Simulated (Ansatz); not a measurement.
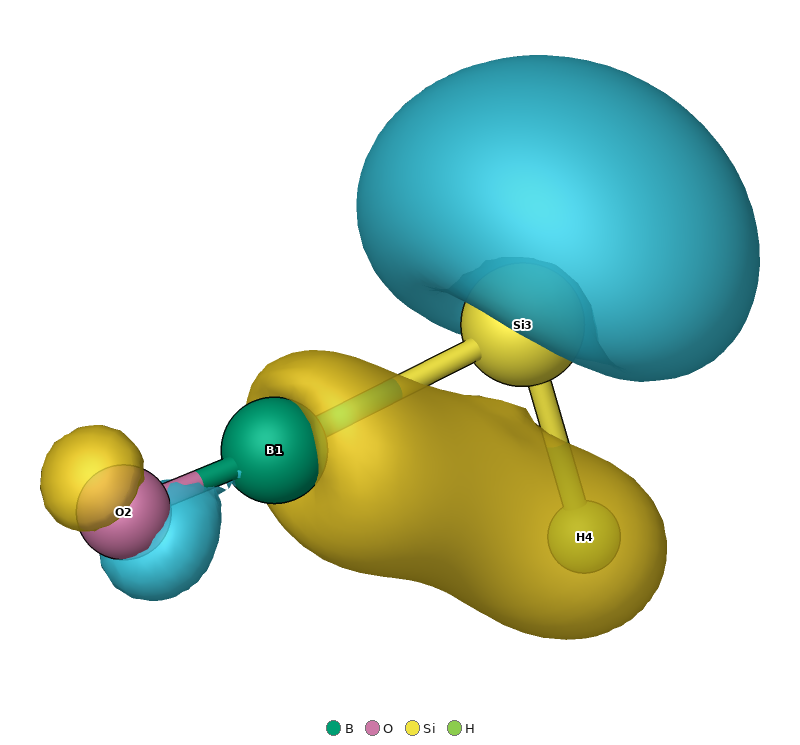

BHOSi. The HOMO at ±0.15 Å⁻³ᐟ² (yellow and cyan are the two phases), seen at a tilt.

Geometry: PBE0-D3(BJ)/pcseg-1.

Computed with isolated molecule in a Gaussian basis; Kohn-Sham density functional theory, functional PBE0 in Ansatz.

```xyz
4

B     0.6218    0.5366   -0.1617
O     1.3342    1.2795   -0.7924
Si   -0.5557   -0.6261    1.0206
H    -0.8182   -1.5553   -0.1614
```

### Where does this orbital lie, and at what energy?

Its weight (Hirshfeld) is mainly on Si3 (about 75 %), B1 (about 10 %) and H4 (about 10 %); it is symmetric in the molecular plane (an in-plane orbital: σ, lone-pair or in-plane π type). Its energy is −7.76 eV.
